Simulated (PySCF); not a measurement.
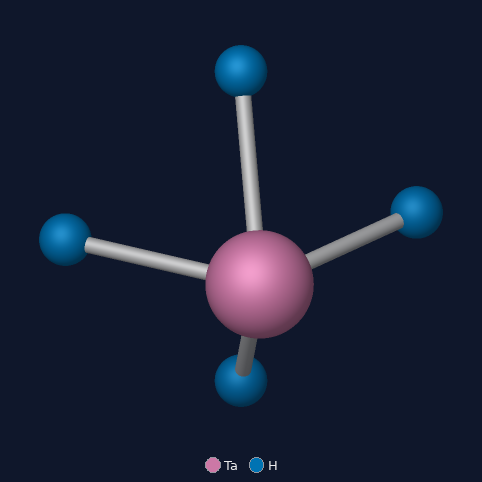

A molecule with one transition-metal atom. The species has charge +1 and is a spin singlet. The computed structure is the end point of a PBE0/def2-TZVP with core potentials optimisation.

Question. Describe the coordination sphere.

Answer. Ta binds 4 atoms: 4 H at 1.71 Å.

Question. What are the formal oxidation state of the metal and its number of d electrons?

Answer. Ta(V), d⁰, counting the ligands as closed-shell ions or neutral donors.

This isn't the lowest structure that the search found: a singlet minimum of Td symmetry lies 56 kJ/mol lower at the level of the geometry.
